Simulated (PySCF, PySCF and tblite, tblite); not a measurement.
**C₅H₇FO: conformers and averaged spectra**

Which conformers does C₅H₇FO (`F[C@@H]1CC[C@@H]2O[C@H]12`) populate, and what do their averaged NMR parameters look like?

Programs: PySCF 2.14.0 with density-fitted response routines of our own, and tblite 0.8.0. All values are computed, except where a source is named. Atoms count from 0 throughout.

## 1. The starting structure

14 atoms, charge 0, multiplicity 1; geometry from: MMFF94s geometry.

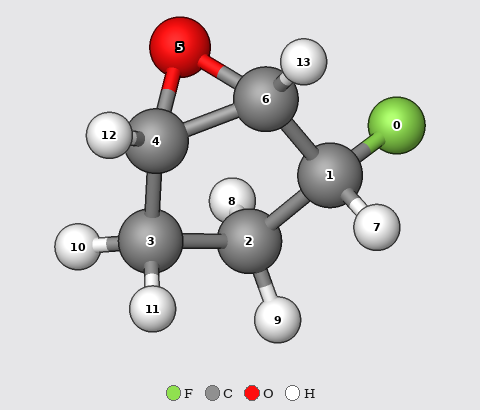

The starting geometry (fluorine green, carbon grey, oxygen red, hydrogen white), atoms numbered.

## 2. GFN2-xTB relaxation, conformer 1

The job: settings as JSON, then the geometry in Å.

```
{"job": {"xc": "GFN2-xTB", "basis": "xTB", "kind": "relax"}, "charge": 0, "multiplicity": 1}
F      0.649700     2.227600    -0.637300
C      0.305900     1.194900     0.155400
C      1.189100    -0.033200    -0.153500
C      0.283500    -1.226300     0.162900
C     -1.114200    -0.743800    -0.057500
O     -1.333600    -0.024600    -1.287000
C     -1.092400     0.747900    -0.098700
H      0.436900     1.503200     1.213100
H      1.444700    -0.032200    -1.221500
H      2.112600    -0.038000     0.412100
H      0.523700    -2.099800    -0.455300
H      0.396800    -1.520700     1.224700
H     -1.924100    -1.294800     0.395500
H     -1.879200     1.339400     0.324800
```

On the command line:

```
$ OMP_NUM_THREADS=1 python ens_run.py task.json out
```

This one command runs the whole study; its stages follow in the order run.

What it wrote:

```text
step      E/eV     max force
  0    -627.23612    2.300
  1    -627.34224    1.113
  2    -627.36808    0.451
  3    -627.39004    0.325
  4    -627.40033    0.267
  5    -627.40407    0.156
  6    -627.40660    0.157
  7    -627.40859    0.129
  8    -627.41042    0.114
  9    -627.41184    0.102
 10    -627.41281    0.093
 11    -627.41345    0.076
 12    -627.41398    0.061
 13    -627.41445    0.049
 14    -627.41478    0.046
 15    -627.41497    0.037
 16    -627.41497    0.037
 17    -627.41503    0.026
 18    -627.41513    0.016
 19    -627.41515    0.016
 20    -627.41522    0.017
 21    -627.41526    0.020
 22    -627.41533    0.019
 23    -627.41537    0.021
 24    -627.41542    0.022
 25    -627.41546    0.021
 26    -627.41552    0.022
 27    -627.41560    0.025
 28    -627.41569    0.023
 29    -627.41578    0.026
 30    -627.41588    0.025
 31    -627.41597    0.020
 32    -627.41604    0.020
 33    -627.41608    0.016
 34    -627.41611    0.013
 35    -627.41614    0.012
 36    -627.41616    0.011
 37    -627.41619    0.010
 38    -627.41620    0.010
 39    -627.41621    0.008
 40    -627.41622    0.005
 41    -627.41622    0.004
 42    -627.41623    0.005
 43    -627.41623    0.004
 44    -627.41623    0.004
 45    -627.41623    0.004
```

It took 0.19 s on 1 thread of AMD EPYC 9R14, shared host.

The energy fell by 0.180 eV, and the atoms moved 0.06 Å (root mean square).

## 3. Shieldings, conformer 1: PBE0/pcSseg-1

The job: settings as JSON, then the geometry in Å.

```
{"job": {"xc": "PBE0", "basis": "pcSseg-1", "kind": "nmr", "pop": true}, "charge": 0, "multiplicity": 1}
F      0.676563     2.272012    -0.604885
C      0.330564     1.191478     0.171462
C      1.179048    -0.041308    -0.168074
C      0.300220    -1.246706     0.192667
C     -1.109482    -0.735855    -0.036045
O     -1.284368    -0.026215    -1.225433
C     -1.096266     0.728556    -0.063556
H      0.448563     1.516967     1.213479
H      1.364259    -0.023227    -1.242430
H      2.132750    -0.042589     0.354624
H      0.526917    -2.115383    -0.423623
H      0.413472    -1.519937     1.242876
H     -1.959311    -1.308300     0.314103
H     -1.923609     1.350035     0.252670
```

What it wrote:

```text
coarse grid: 11944 points
cycle   1  E = -369.1783873897  dE =  1.224e+00  |g| = 6.937e-01  |ddm| = 3.333e+00
cycle   2  E = -369.0607381803  dE =  1.176e-01  |g| = 1.091e+00  |ddm| = 1.454e+00
cycle   3  E = -369.2643377547  dE = -2.036e-01  |g| = 1.020e-01  |ddm| = 9.886e-01
cycle   4  E = -369.2660570183  dE = -1.719e-03  |g| = 4.565e-02  |ddm| = 1.029e-01
cycle   5  E = -369.2664545070  dE = -3.975e-04  |g| = 7.375e-03  |ddm| = 3.826e-02
cycle   6  E = -369.2664611328  dE = -6.626e-06  |g| = 3.758e-03  |ddm| = 8.125e-03
cycle   7  E = -369.2664637699  dE = -2.637e-06  |g| = 3.065e-04  |ddm| = 2.971e-03
final grid: 116456 points
cycle   8  E = -369.3263955636  dE = -3.567e-05  |g| = 1.145e-02  |ddm| = 3.514e-02
cycle   9  E = -369.3263593891  dE =  3.617e-05  |g| = 1.828e-02  |ddm| = 2.127e-02
cycle  10  E = -369.3264209334  dE = -6.154e-05  |g| = 1.406e-03  |ddm| = 1.340e-02
cycle  11  E = -369.3264213479  dE = -4.145e-07  |g| = 2.503e-04  |ddm| = 1.438e-03
cycle  12  E = -369.3264213584  dE = -1.047e-08  |g| = 1.052e-04  |ddm| = 2.976e-04
cycle  13  E = -369.3264213600  dE = -1.571e-09  |g| = 2.888e-05  |ddm| = 9.221e-05
cycle  14  E = -369.3264213601  dE = -1.306e-10  |g| = 4.046e-06  |ddm| = 2.481e-05
converged SCF energy = -369.3264213601

GIAO shielding tensors (ppm)
atom      isotropic    diamagn.    paramagn.     s11        s22        s33       span
  0 F      405.027     469.640     -64.614    370.636    405.605    438.838     68.202
  1 C       88.290     240.579    -152.289     51.633     77.800    135.438     83.805
  2 C      159.811     246.917     -87.106    136.779    162.249    180.406     43.628
  3 C      158.514     246.414     -87.900    140.079    158.851    176.611     36.532
  4 C      135.148     250.747    -115.599     87.981    132.075    185.387     97.405
  5 O      315.692     397.048     -81.355    174.776    375.207    397.094    222.317
  6 C      132.830     251.505    -118.676     89.552    124.294    184.643     95.091
  7 H       26.654      29.292      -2.638     23.189     27.277     29.498      6.309
  8 H       29.754      29.325       0.429     26.578     27.110     35.575      8.997
  9 H       29.924      28.864       1.059     25.535     27.761     36.475     10.940
 10 H       29.633      28.774       0.859     25.582     26.912     36.406     10.824
 11 H       30.335      29.705       0.629     26.040     27.680     37.284     11.245
 12 H       28.698      30.228      -1.530     22.232     25.976     37.888     15.655
 13 H       28.522      30.270      -1.748     22.158     26.244     37.165     15.007
```

Wall time 18 s (1 thread of AMD EPYC 9R14, shared host); peak memory 0.87 GiB.

Key values: HOMO -7.82 eV, LUMO 1.38 eV; dipole 3.15 D.

Orbitals, density, ELF and potential are computed afterwards from the orbital file.

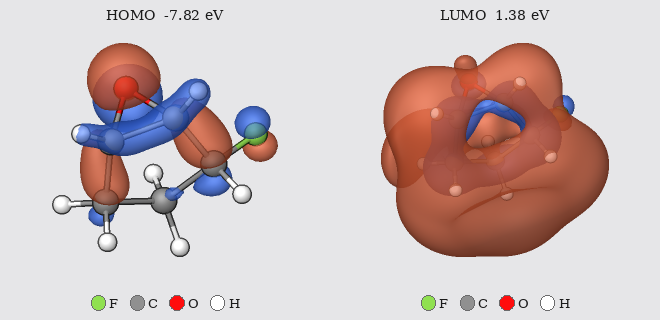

PBE0/pcSseg-1 orbitals near the gap, drawn at the value that encloses 70 % of each; the two colours are the two signs.

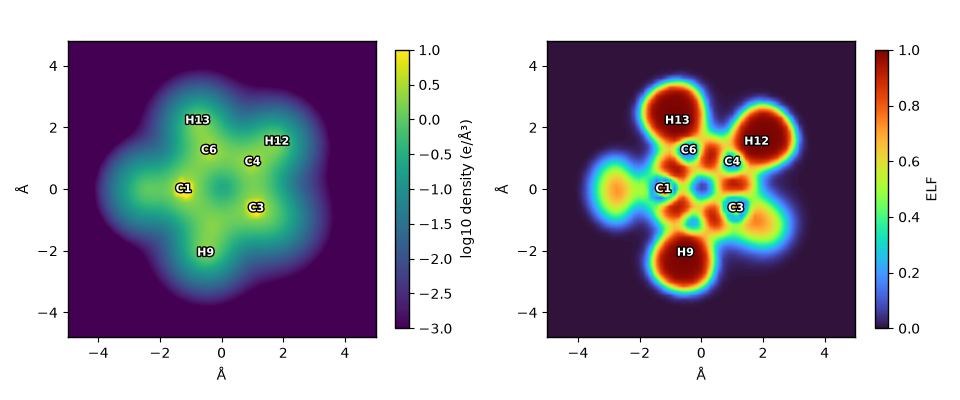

Density (left) and ELF (right) in a plane through or near 7 of the atoms.

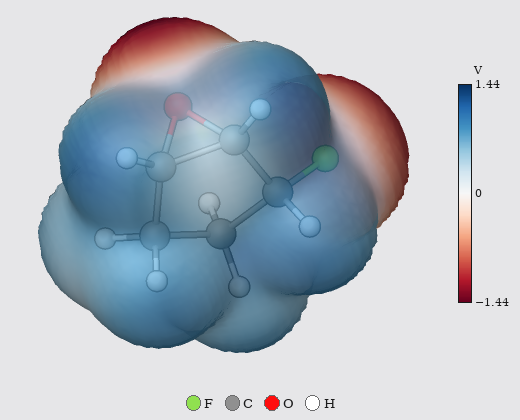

The potential that a unit positive charge feels on the 0.002 e/bohr³ surface, from the 1st to the 99th percentile, from -1.44 V near O5 to 1.03 V near H12.

## 4. Couplings, conformer 1: B3LYP/pcJ-1+6-31G*

The job, as its differences from that of step 3:

```diff
@@ -1,2 +1,2 @@
-{"job": {"xc": "PBE0", "basis": "pcSseg-1", "kind": "nmr", "pop": true}, "charge": 0, "multiplicity": 1}
+{"job": {"xc": "B3LYP", "basis": {"default": "6-31G*", "H": "pcJ-1", "F": "pcJ-1"}, "nuclei": ["H", "F", "P", "Si", "B"], "kind": "j"}, "charge": 0, "multiplicity": 1}
 F      0.676563     2.272012    -0.604885
```

What it wrote:

```text
coarse grid: 11944 points
cycle   1  E = -369.7036014302  dE =  1.171e+00  |g| = 7.580e-01  |ddm| = 3.351e+00
cycle   2  E = -369.5246046547  dE =  1.790e-01  |g| = 1.264e+00  |ddm| = 1.676e+00
cycle   3  E = -369.8079885248  dE = -2.834e-01  |g| = 1.287e-01  |ddm| = 1.179e+00
cycle   4  E = -369.8109926295  dE = -3.004e-03  |g| = 5.490e-02  |ddm| = 1.452e-01
cycle   5  E = -369.8115851304  dE = -5.925e-04  |g| = 9.068e-03  |ddm| = 4.771e-02
cycle   6  E = -369.8115957063  dE = -1.058e-05  |g| = 4.742e-03  |ddm| = 9.983e-03
cycle   7  E = -369.8115999345  dE = -4.228e-06  |g| = 4.501e-04  |ddm| = 3.968e-03
final grid: 116456 points
cycle   8  E = -369.7732665055  dE = -6.852e-05  |g| = 7.764e-03  |ddm| = 2.530e-02
cycle   9  E = -369.7732529432  dE =  1.356e-05  |g| = 1.165e-02  |ddm| = 1.528e-02
cycle  10  E = -369.7732791893  dE = -2.625e-05  |g| = 1.105e-03  |ddm| = 9.170e-03
cycle  11  E = -369.7732794029  dE = -2.136e-07  |g| = 3.345e-04  |ddm| = 1.203e-03
cycle  12  E = -369.7732794212  dE = -1.827e-08  |g| = 1.338e-04  |ddm| = 3.379e-04
cycle  13  E = -369.7732794241  dE = -2.992e-09  |g| = 2.661e-05  |ddm| = 1.080e-04
cycle  14  E = -369.7732794243  dE = -1.271e-10  |g| = 4.221e-06  |ddm| = 2.717e-05
converged SCF energy = -369.7732794243

Indirect spin-spin couplings (Hz)
  i      j    bonds     total        FC       PSO       DSO        SD
  0 F    7 H    2     60.625    56.164     8.865    -0.826    -3.578
  0 F    8 H    3     23.671    22.928     0.940     0.547    -0.745
  0 F    9 H    3     -0.855    -1.551     1.501    -0.691    -0.114
  0 F   10 H    4     -0.630    -0.443     1.187    -1.318    -0.056
  0 F   11 H    4      0.518     1.253     0.625    -1.364     0.003
  0 F   12 H    4      0.876     1.094     1.038    -1.692     0.436
  0 F   13 H    3      0.645    -0.498     1.684    -0.514    -0.027
  7 H    8 H    3      8.100     8.952     1.672    -2.524         -
  7 H    9 H    3      8.214     8.111    -0.197     0.300         -
  7 H   10 H    4     -0.967    -0.398     1.248    -1.817         -
  7 H   12 H    4     -0.465    -0.048     0.823    -1.240         -
  7 H   13 H    3      1.523     1.526     0.094    -0.098         -
  8 H    9 H    2    -13.367   -13.057     1.662    -1.972         -
  8 H   10 H    3      9.022     8.856    -0.251     0.417         -
  8 H   11 H    3     10.908    11.729     1.686    -2.506         -
  8 H   12 H    4     -0.762    -0.150     1.319    -1.932         -
  8 H   13 H    4     -0.793    -0.171     1.351    -1.972         -
  9 H   10 H    3      0.175     0.533     0.783    -1.141         -
  9 H   11 H    3      8.659     8.572    -0.064     0.152         -
 10 H   11 H    2    -13.796   -13.476     1.901    -2.221         -
 10 H   12 H    3      0.519     0.781     0.666    -0.928         -
 10 H   13 H    4     -0.591     0.099     1.495    -2.185         -
 11 H   12 H    3      1.503     1.552     0.258    -0.307         -
 11 H   13 H    4     -0.444     0.007     0.881    -1.332         -
 12 H   13 H    3      2.489     2.692     0.414    -0.616         -
```

Wall time 18 s (1 thread of AMD EPYC 9R14, shared host); peak memory 0.81 GiB.

Key values: HOMO -7.32 eV, LUMO 1.24 eV; dipole 3.08 D.

[end of part 1 of 2]
